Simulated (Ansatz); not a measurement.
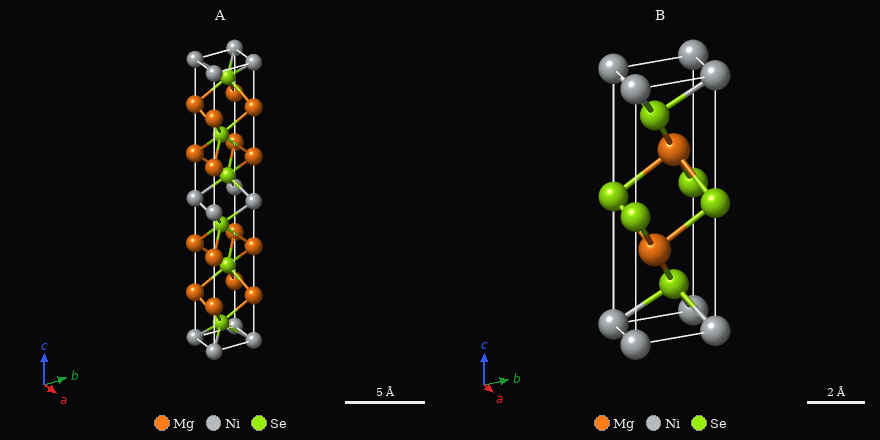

Two structures of Mg2NiSe3, each relaxed to rest (conventional cells in solid outline, small ones repeated, not to one scale). Method: Ansatz 0.2.0, DFT PBE, scalar-relativistic, plane waves, PAW, with collinear spins.

Name structures A and B.

Answer. A: 12 atoms a cell on a primitive hexagonal lattice, P6_3/mmc. B: 6 atoms a cell on a primitive hexagonal lattice, P-3m1.

Which structure wins energetically, and by what margin?

Answer. A is lower, by 25 meV/atom at this level of theory (energies at zero smearing). Volumes: A 19.4, B 19.4 Å³/atom.

One or both may be structure types tried for this composition rather than known phases.
